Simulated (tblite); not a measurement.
**Run report: C6H11OP, molecular dynamics (part 2 of 2)**

The same run, continued: C6H11OP; GFN2-xTB Langevin dynamics, gas phase (tblite 0.8.0). 

Geometry of the input (Å):
```
C  -2.3703  -0.0016  -0.5373
P  -0.9212  -0.1311  0.3558
C  -0.7858  -1.7935  1.1042
C  0.5045  0.9209  0.8772
C  1.1570  1.9170  1.7557
C  0.6599  0.3551  -0.3398
O  1.4789  0.4192  -1.3896
C  1.1443  -0.4653  -2.4421
H  -3.2238  -0.2884  0.0704
H  -2.4966  0.9785  -0.9876
H  -1.5386  -1.8892  1.8858
H  0.2072  -1.9331  1.5248
H  -0.9898  -2.5316  0.3293
H  1.3853  1.4814  2.7285
H  2.0790  2.2632  1.2909
H  0.4979  2.7695  1.9183
H  1.7168  -0.1490  -3.3123
H  1.4122  -1.4943  -2.1802
H  0.0731  -0.4183  -2.6596
```

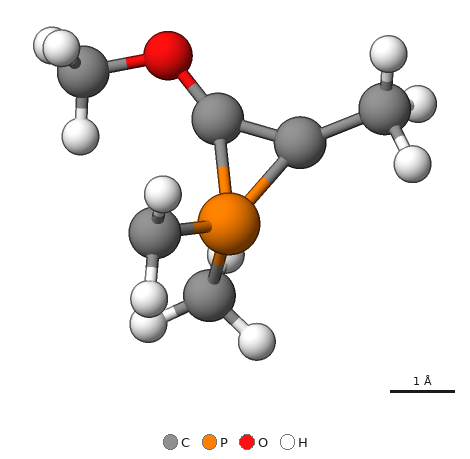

**Figure 1.** The geometry at step 30 of the log (ball-and-stick view, seen on its broad side).

Trajectory as extended XYZ, continued:
```
19
Properties=species:S:1:pos:R:3:forces:R:3 step=20 time_fs=500.0 energy=-675.99015 temperature=585.3
C    -2.0657    0.1117   -0.3940    1.1523   1.0221  -0.0800
P    -0.7567   -0.4528    0.6183   -2.8664  -1.8853   0.2188
C    -1.3747   -2.2249    1.2623   -1.5736   2.7275   0.5130
C     0.7807    0.0456    1.4059    0.7767   0.4429   0.8051
C     1.6506    0.9588    2.1434    0.2637   3.4007   0.1314
C     0.9667   -0.5814    0.2333   -0.4122  -0.9453  -0.9599
O     1.9345   -0.9435   -0.5599    1.1041   0.1630  -2.3290
C     1.5801   -1.6272   -1.8184    2.7217   0.9132  -1.1278
H    -3.0011   -0.2291    0.0471    0.1686   0.4568  -0.0346
H    -1.9950    1.2191   -0.6960   -0.2037  -1.6732   0.6035
H    -0.6678   -2.9814    1.0672    0.6809  -0.6003   0.1806
H    -2.2923   -2.3626    0.6721    0.4362  -0.1503  -0.0431
H    -1.7677   -2.1365    2.3316    1.0609  -0.2150  -1.2225
H     1.0543    1.7387    2.7394    0.4877  -1.1312  -0.6633
H     2.4253    0.6284    2.8399   -0.3237  -0.6166  -0.3773
H     2.1754    1.6120    1.3358   -0.4612  -1.0119   1.2477
H     0.9107   -2.3295   -1.5015   -1.7616  -2.2278   0.3316
H     1.1163   -1.0609   -2.6819    0.5444   0.2088   1.3826
H     2.5492   -2.1390   -2.2999   -1.7946   1.1219   1.4233
19
Properties=species:S:1:pos:R:3:forces:R:3 step=22 time_fs=550.0 energy=-676.26013 temperature=505.7
C    -1.8917    0.4333   -0.3569   -1.5582  -0.2996  -0.7969
P    -0.7663   -0.2720    0.6091    3.6295  -2.3558   2.4558
C    -1.3691   -1.8477    1.5838    0.8903  -0.0833  -2.8209
C     0.9187    0.0999    1.3725   -2.0377   0.1641  -0.6493
C     1.7386    0.7771    2.3743    1.6156  -1.1560  -0.1544
C     1.0500   -0.4730    0.1461   -2.9813   0.4038   1.7811
O     2.0524   -0.7000   -0.6147    2.3564  -0.4971  -2.1012
C     1.9423   -1.3316   -1.8869   -0.5015  -2.1760   0.5625
H    -2.8279    0.2960    0.1591   -0.4550   0.3620  -0.2076
H    -1.6507    1.3636   -0.7928    0.0486   0.7510  -0.2243
H    -0.6077   -2.7002    1.4442   -1.3095   1.4116   0.4369
H    -2.3819   -2.0923    1.2923   -0.0353  -0.5498  -1.2510
H    -1.6256   -1.5668    2.5414    0.8015   0.7001   2.4602
H     1.4696    0.7094    3.4017   -0.7639  -0.5937   0.7058
H     2.6926    0.2347    2.2500    0.1322   0.4426   0.3187
H     1.9187    1.8120    2.2494    0.0572   1.1164  -0.7763
H     1.6944   -2.4727   -1.7688   -0.0042   1.7172   0.0207
H     1.2002   -0.8845   -2.5432   -0.1037   0.1410   0.1380
H     2.9140   -1.3584   -2.3649    0.2188   0.5016   0.1020
19
Properties=species:S:1:pos:R:3:forces:R:3 step=23 time_fs=575.0 energy=-676.31197 temperature=592.6
C    -1.7064    0.6494   -0.3630    1.5341   1.1087   0.3548
P    -0.6812   -0.2648    0.6900   -0.6425   2.4263  -0.5057
C    -1.3626   -1.6110    1.5963   -0.4472  -2.2816  -2.5978
C     0.9313    0.0489    1.4594   -0.4232   0.6990   0.8528
C     1.7904    0.8463    2.3456    0.6178   1.0971   0.8684
C     1.0373   -0.4272    0.2064    0.9074  -0.9119  -0.5065
O     2.1229   -0.5015   -0.5544    1.1465  -1.1453  -1.4555
C     2.1195   -1.3178   -1.7874   -3.2467   0.0299   1.4052
H    -2.7801    0.6387   -0.2780    0.1181  -0.0789   0.3845
H    -1.2410    1.7053   -0.4418   -0.8135  -1.6134  -0.1103
H    -0.6336   -2.4298    1.4985   -0.2870   0.0676   0.5787
H    -2.2498   -1.8880    1.0077    0.0287  -0.3512  -0.3794
H    -1.8025   -1.4508    2.5118   -0.0340   0.6875   2.2861
H     1.9364    0.4863    3.3892   -0.4111  -0.2300  -0.7092
H     2.8068    0.9017    1.9045   -0.5847   0.2163   0.1491
H     1.3510    1.8763    2.4836    0.5247  -0.8358  -0.3531
H     2.0784   -2.4302   -1.6279    0.0937   0.9364   0.4238
H     1.1054   -1.0156   -2.2026    1.1513  -0.5415  -0.3781
H     2.9287   -1.1200   -2.4317    0.7674   0.7207  -0.3078
19
Properties=species:S:1:pos:R:3:forces:R:3 step=25 time_fs=625.0 energy=-676.20447 temperature=561.7
C    -1.5235    0.9264   -0.2603   -0.4102  -1.1242   1.8670
P    -0.5320   -0.0855    0.7405   -0.0194   0.9157  -0.0869
C    -1.3958   -1.5236    1.3800   -2.5469   1.4540   0.8069
C     1.0541    0.1514    1.6256    0.9209  -1.2445  -2.4260
C     1.9891    0.9798    2.4772   -0.6834  -1.2648  -1.2378
C     1.1677   -0.4950    0.3618    0.7599   1.3068   1.4316
O     2.1952   -0.4129   -0.5161   -0.3777   0.6753   0.9734
C     2.3829   -1.2002   -1.6256   -0.3848   0.3492  -2.4197
H    -2.2435    1.2264    0.5371   -0.3651  -0.0865  -0.8503
H    -0.9197    1.7616   -0.4700    0.6811   1.1726  -0.6360
H    -0.6967   -2.2894    1.5349    0.4242  -1.0662   0.4567
H    -2.1766   -1.7026    0.6390    0.2676  -0.5347  -0.3228
H    -2.0691   -1.2178    2.2804    1.5339  -0.5474  -0.8969
H     2.7505    0.3537    2.9417   -0.0380   0.1725  -0.2158
H     2.3920    1.7775    1.8739    0.4470   0.0641  -0.1055
H     1.3376    1.3770    3.1849   -0.6104   0.9353   1.6472
H     2.4506   -2.2318   -1.3490    0.3590  -0.8045   0.0704
H     1.5674   -1.1667   -2.4802    1.0373   0.3568   1.5751
H     3.3446   -0.7942   -2.0705   -0.9952  -0.7295   0.3696
19
Properties=species:S:1:pos:R:3:forces:R:3 step=27 time_fs=675.0 energy=-676.13902 temperature=664.3
C    -1.3565    0.9592   -0.2705    0.2849   2.5881  -0.9463
P    -0.3281    0.0908    0.7169   -1.4317   0.1733  -0.1941
C    -1.4437   -1.2567    1.1983    1.1784  -1.7638   0.0388
C     1.1960    0.4377    1.6385   -0.2871   0.5642   1.3556
C     1.9071    1.1194    2.7694   -2.9917   0.0399   0.5926
C     1.4302   -0.1292    0.4461    2.2946  -0.3974  -1.5692
O     2.5675   -0.2536   -0.3796   -3.1874  -0.7930   0.1936
C     2.1009   -0.9173   -1.5954    0.8923  -0.6498   1.7419
H    -2.4335    0.8932   -0.2458    0.2083  -0.4924   0.4415
H    -1.0678    2.0326   -0.3596   -0.0007  -0.7940  -0.3514
H    -0.8265   -1.9065    1.8338   -0.5397  -0.3044  -0.0956
H    -1.9902   -1.8083    0.4108    0.9269   0.2304  -0.0390
H    -2.2274   -0.8158    1.7465   -0.6481   0.7027   1.0120
H     2.9432    1.0520    2.5197    0.5358  -0.2521   0.8857
H     1.5848    2.1855    2.8204    0.3899  -0.5079  -0.3040
H     1.3703    0.6967    3.7304    2.0053   0.4198  -1.3840
H     1.8685   -2.0225   -1.3912    0.4234   1.5197  -0.4013
H     1.2870   -0.3993   -2.0332   -1.2595   0.3311   0.0203
H     2.9052   -0.7160   -2.2439    1.2061  -0.6144  -0.9968
19
Properties=species:S:1:pos:R:3:forces:R:3 step=28 time_fs=700.0 energy=-676.16836 temperature=484.6
C    -1.1932    1.1481   -0.4441    1.1998  -0.9192  -0.1770
P    -0.2461    0.1455    0.5889   -4.0637   1.4736   0.6028
C    -1.2827   -1.3310    1.1371    0.7172   0.4406  -1.2239
C     1.1816    0.6437    1.7478   -1.3694  -0.5870   0.6059
C     1.7510    1.2430    2.9525    0.6748  -0.0458   0.5507
C     1.4534    0.0665    0.5840    3.3776  -1.2583  -2.6213
O     2.4703   -0.2345   -0.2921    0.0350  -0.1733  -0.0023
C     2.1310   -0.7831   -1.6148    0.8304   1.2517   0.6763
H    -2.1440    1.4008   -0.0844   -1.1785  -0.1655   0.5689
H    -0.7073    2.0315   -0.8000    0.6053   0.2288  -0.2047
H    -0.6345   -1.9294    1.7548   -0.1132  -0.3237   0.3242
H    -1.5250   -1.8506    0.1833    0.0691   0.1772   0.6563
H    -2.2075   -1.0075    1.6188    0.3833   0.0224  -0.0351
H     2.7899    1.5993    2.5917   -1.3384  -0.5288   1.5280
H     1.1019    2.0537    3.3055    0.3943   0.3459  -0.5092
H     1.6417    0.5511    3.8749    1.0299   0.5910  -1.5865
H     1.7258   -1.8261   -1.4424    0.4586   1.1689  -0.6536
H     1.3962   -0.0281   -2.0381    0.5380  -1.2603   0.0970
H     3.1527   -0.7170   -2.2386   -2.2502  -0.4383   1.4036
19
Properties=species:S:1:pos:R:3:forces:R:3 step=30 time_fs=750.0 energy=-676.29529 temperature=483.3
C    -0.8998    1.1343   -0.6294   -2.0525   2.0263  -1.4858
P    -0.3267    0.3023    0.7110    0.9021  -1.1867  -0.5420
C    -1.0092   -1.3982    0.8185    1.1256   0.5916   0.3016
C     1.1319    0.3962    1.7382    1.4090   0.0053  -1.5059
C     1.6391    1.1334    2.9102   -3.0988  -0.0637  -0.1938
C     1.4776   -0.0362    0.4740   -1.8618   0.5698   1.7470
O     2.4572   -0.1924   -0.3705    2.3848   0.6499   2.1479
C     2.1061   -0.5082   -1.6489    0.7534   0.5017  -0.9538
H    -2.0233    1.2186   -0.6588    0.8207  -0.4530   0.1916
H    -0.5881    2.1996   -0.7564    0.2859  -0.7948   0.3519
H    -0.1300   -1.9458    1.1399    0.0339  -0.5204  -0.2865
H    -1.4952   -1.7581   -0.0566   -0.1054  -0.1128  -0.6595
H    -1.6601   -1.4084    1.6364   -1.3368  -0.1108   1.1624
H     2.2967    1.9241    2.7507    0.9997   1.1436  -0.5323
H     0.6819    1.4797    3.3547    0.6821   0.4135   0.1582
H     2.0099    0.4440    3.5749    1.2437  -1.4812   1.6462
H     1.1669   -0.9119   -1.5367   -2.7646  -0.7102  -0.7642
H     2.1460    0.4356   -2.2143   -0.1081  -0.5819  -0.4365
H     2.7236   -1.3110   -2.0247    0.6869   0.1136  -0.3464
19
Properties=species:S:1:pos:R:3:forces:R:3 step=32 time_fs=800.0 energy=-676.27450 temperature=500.8
C    -1.2270    1.3523   -0.5278   -1.4010  -1.9550  -0.8125
P    -0.3768    0.2697    0.4209    0.8433   0.5711   0.3728
C    -1.1036   -1.3953    0.4766   -0.9012   0.2606   2.5967
C     1.0347    0.5955    1.5464   -1.0997   0.2348   2.3653
C     1.4623    1.0251    2.9605    1.0620  -0.9694  -1.8876
C     1.4188    0.2216    0.3251    0.3068  -0.0118   0.6583
O     2.5380    0.1005   -0.3479   -0.8098  -0.1887  -1.8413
C     2.1722   -0.3227   -1.7274   -1.2573  -1.0892   2.3945
H    -2.2638    1.1314   -0.3380   -0.6272  -0.3395  -0.1767
H    -1.1394    2.3672   -0.5592    1.0314   2.2506   0.2023
H    -0.3651   -2.0294    1.0053   -0.2876   0.0115  -0.7499
H    -1.5144   -1.7546   -0.4640    0.1241   0.0378   0.2745
H    -1.9374   -1.2531    1.3163    1.0593  -0.3823  -1.7992
H     2.5044    1.3628    2.7579   -0.4340  -0.3925   0.8052
H     0.9129    1.8688    3.3392   -0.4031  -0.0390   0.0380
H     1.3915    0.1261    3.6189    0.2313   0.9652  -0.3569
H     1.0087   -0.3379   -1.8327    1.8400   0.5940  -0.0208
H     2.6982    0.3833   -2.3129    0.2716  -0.0595  -1.0997
H     2.4295   -1.3953   -1.6823    0.4512   0.5013  -0.9631
19
Properties=species:S:1:pos:R:3:forces:R:3 step=33 time_fs=825.0 energy=-676.43425 temperature=467.8
C    -1.5091    1.3098   -0.5265   -0.2831   1.8483  -0.4592
P    -0.4615    0.3116    0.3319    0.8547  -0.5582   1.6287
C    -1.0306   -1.4682    0.4350   -1.0842   1.0232   0.0893
C     0.8972    0.5758    1.5988    0.6587   0.1562  -3.6169
C     1.4887    0.9287    2.8869   -1.6836  -1.7163   0.3288
C     1.3636    0.4286    0.2854   -1.2440  -0.2246   1.9502
O     2.4645    0.3341   -0.4845   -1.1383   0.3615   0.9790
C     2.1905   -0.2591   -1.7254   -1.5913   1.1868  -0.3790
H    -2.5226    1.5102   -0.1998   -0.2879  -1.1402   0.2101
H    -1.1386    2.3601   -0.4834    0.6196  -0.6082  -0.4031
H    -0.3597   -2.1081    1.0070    0.2090   0.0800  -0.6613
H    -1.1915   -1.6220   -0.6523    0.1354  -0.6999   0.7605
H    -2.0234   -1.5274    0.9791    0.8823   0.3076  -0.7716
H     2.5027    0.6601    2.8670    1.3437  -0.4006   0.2413
H     1.3864    1.9397    3.1578   -0.2963   1.1948   0.2588
H     0.8814    0.2811    3.5560    0.7595   0.5599   0.4063
H     1.0882   -0.0462   -2.0611    1.5818   0.1763   0.3827
H     2.9089    0.2847   -2.3522   -0.2520  -1.0808  -0.4855
H     2.1733   -1.3301   -1.5998    0.8160  -0.4660  -0.4592
19
Properties=species:S:1:pos:R:3:forces:R:3 step=35 time_fs=875.0 energy=-676.21466 temperature=350.1
C    -1.5301    1.2885   -0.7995    1.8726   1.2992  -0.1133
P    -0.6220    0.3780    0.3324   -2.0972  -1.8012  -0.8422
C    -0.9044   -1.5104    0.1155   -0.6127   2.1314   0.6486
C     0.7955    0.5288    1.4845    0.4016  -1.0334  -1.1042
C     1.5465    0.5638    2.7236    1.5109   0.7032   0.8538
C     1.0868    0.4064    0.1599    3.9607   1.6291  -0.3548
O     2.2695    0.6728   -0.5951   -2.6587  -1.4802   0.1602
C     2.2189   -0.0998   -1.8180    2.7011   0.3928   1.2861
H    -2.5507    1.3306   -0.7210   -2.4963  -0.7313   0.4375
H    -1.2812    2.3710   -0.7236    0.5809  -0.4932  -0.1495
H    -0.2172   -1.9616    0.8084    0.3369  -0.4453  -0.3578
H    -0.9060   -1.7123   -0.9323    0.6866  -0.3190  -0.4868
H    -1.9063   -1.7033    0.4249   -0.8144  -0.2731   0.4640
H     2.4803   -0.1003    2.7026   -1.1348   0.9383  -0.3797
H     1.8880    1.6536    2.7605   -0.2293  -1.3551   0.7577
H     0.9911    0.2141    3.6065    0.0336   0.6354  -0.2951
H     1.4781    0.1304   -2.5094   -1.3529   1.1438  -0.9770
H     3.2453    0.0632   -2.2455   -0.9279  -0.2489   0.1289
H     2.0743   -1.1403   -1.5927    0.2394  -0.6926   0.3236
19
Properties=species:S:1:pos:R:3:forces:R:3 step=37 time_fs=925.0 energy=-676.21705 temperature=604.5
C    -1.4002    1.5145   -0.6961   -2.2852  -0.6925   0.1943
P    -0.4885    0.3316    0.1503    0.3418  -0.7925   0.2634
C    -0.9460   -1.5279    0.0110   -3.1306   1.6718  -0.6751
C     0.9623    0.3423    1.3595    0.1072   0.8501  -0.7689
C     1.7202    0.3904    2.6329   -2.2017  -3.3104  -0.5570
C     1.3205    0.3791    0.0613   -0.7871  -0.0484  -0.7368
O     2.3787    0.5238   -0.7455    0.4228  -0.4433   0.4469
C     2.2257    0.3586   -2.1344   -1.3579  -0.2915  -0.4982
H    -2.5511    1.5462   -0.4501    2.1262  -0.2975  -0.2640
H    -0.9988    2.5087   -0.6728    0.3493   0.1726   0.1559
H    -0.5313   -2.0067    0.8657    0.9228  -0.6132  -0.2297
H    -0.9138   -1.8222   -1.0493    1.1026  -0.2417   0.6595
H    -2.0862   -1.6896    0.1518    1.2563   0.7702   0.1806
H     2.6860    0.1278    2.4238    2.8084  -0.3770  -0.8743
H     1.7538    1.2483    3.1983   -0.7522   1.6358   1.2376
H     1.3436   -0.5626    3.1031    0.0681   1.2536   0.7652
H     1.4782    1.1217   -2.4850    0.5200  -0.7082  -0.0407
H     3.1945    0.5374   -2.5656    0.3500   0.2686  -0.1402
H     1.9077   -0.6843   -2.4995    0.1394   1.1935   0.8815
19
Properties=species:S:1:pos:R:3:forces:R:3 step=38 time_fs=950.0 energy=-676.50907 temperature=725.4
C    -1.2809    1.5042   -0.5623   -1.3559   2.6409  -0.5577
P    -0.3610    0.2884    0.0660    1.0498  -0.9256   1.4835
C    -0.9830   -1.3775   -0.0095   -1.2418  -0.5723   0.9463
C     1.1013    0.1405    1.2216   -0.8339   0.2566   0.4580
C     1.6872    0.2561    2.5588    1.6370   2.7722  -1.4957
C     1.4035    0.2140   -0.0719    1.0450   0.2345  -0.5417
O     2.4888    0.4249   -0.8154    0.0617  -0.5187  -1.2306
C     2.1350    0.6316   -2.2177   -0.6252  -1.1480   1.3640
H    -2.2789    1.7999   -0.1093    1.2689  -0.7302  -0.4865
H    -0.5857    2.3845   -0.5900   -0.7058  -0.3767  -0.0868
H    -0.4659   -1.9706    0.7546    0.2965  -0.2314  -0.8422
H    -1.1753   -1.7559   -0.9928    0.7210  -0.4546  -0.5801
H    -1.9967   -1.3402    0.3771   -0.5693   0.3382   0.3369
H     2.7818    0.3140    2.5038   -0.0652  -0.1706  -0.1401
H     1.3861    1.1950    3.0336   -0.2354  -0.0151  -0.0984
H     1.4144   -0.5040    3.1519   -0.9888  -2.7516   2.1451
H     1.3573    1.3837   -2.0819    0.2385   0.3979  -1.2318
H     3.0460    0.7975   -2.7545    0.2404   0.8536  -0.1017
H     1.6964   -0.2825   -2.6952    0.0624   0.4009   0.6595
19
Properties=species:S:1:pos:R:3:forces:R:3 step=40 time_fs=1000.0 energy=-676.39464 temperature=579.2
C    -1.0940    1.6118   -0.3475    1.0111  -0.6638   0.3750
P    -0.2548    0.1668    0.2309   -1.1555   1.5773  -1.6398
C    -1.3409   -1.2796   -0.1100   -1.1036   1.0223   0.5045
C     1.2918   -0.0577    1.0636    0.2308   0.3466   0.1689
C     1.7841    0.0884    2.4529   -1.6326  -0.4869   1.8102
C     1.5076    0.0929   -0.2884   -1.3442  -0.3531   1.0719
O     2.4900    0.3259   -1.1301    1.5283   0.1741   0.9422
C     2.2133    0.9285   -2.3720   -0.1432  -1.2604   0.3330
H    -2.1710    1.5676   -0.2687    0.0437  -0.0636   0.2637
H    -0.6592    2.5609    0.0209   -0.2313  -0.7147  -0.1061
H    -1.1693   -2.2255    0.3499    0.6258  -0.4600   0.1641
H    -1.6656   -1.3515   -1.1250    0.5829  -0.1849  -0.9749
H    -2.2737   -0.8805    0.3213    0.0478  -0.1107   0.4441
H     2.8003    0.4675    2.4584    0.0776  -0.4811   0.3320
H     1.1217    0.8294    3.0936    1.0832  -1.0220  -1.5467
H     1.5583   -0.9103    3.0324    1.1006   1.5871  -1.0103
H     1.5138    1.7155   -2.2143   -0.3634   0.8393  -0.2658
H     3.1598    1.1859   -2.8124    0.2927   0.5099   0.0245
H     1.7958    0.1365   -2.9631   -0.6504  -0.2555  -0.8905
```

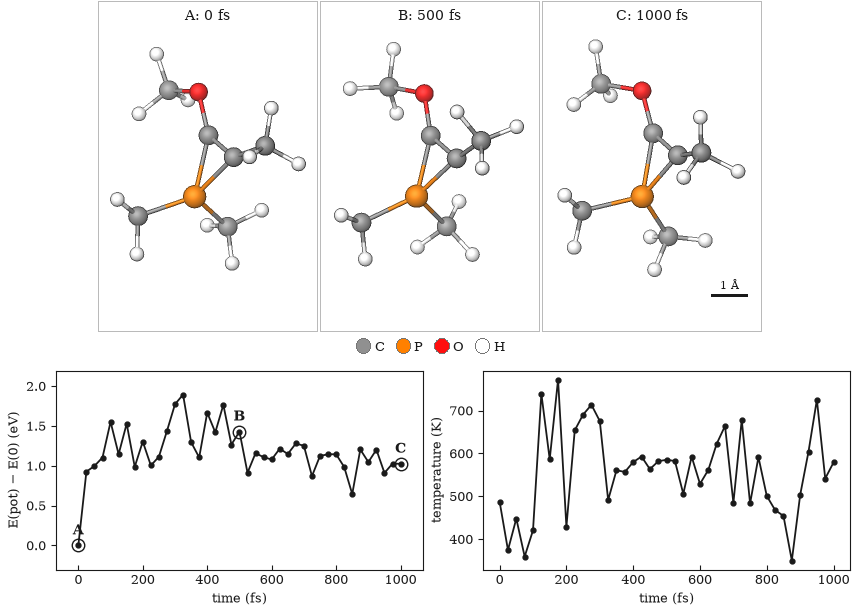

**Figure 2.** Frames of the molecular dynamics (ball-and-stick, seen at a tilt) above the curves, on which the letters mark them. The trajectory kept here has 41 frames over 1000 fs. The temperature starts at 488 K, ranges from 350 to 772 K and averages 553 K over the second half. The potential energy ends 1.025 eV above its first value. After an unweighted best fit of the last frame on the first, the root-mean-square displacement is 1.23 Å, and H15 has moved furthest (2.10 Å).

Results in brief:

```csv
quantity,value
outcome,finished
mean temperature over the second half,553 K
trajectory,"41 frames kept, 1000 fs"
hardware,"1 CPU thread, shared host"
wall time,24 s
peak memory,0.18 GiB
```
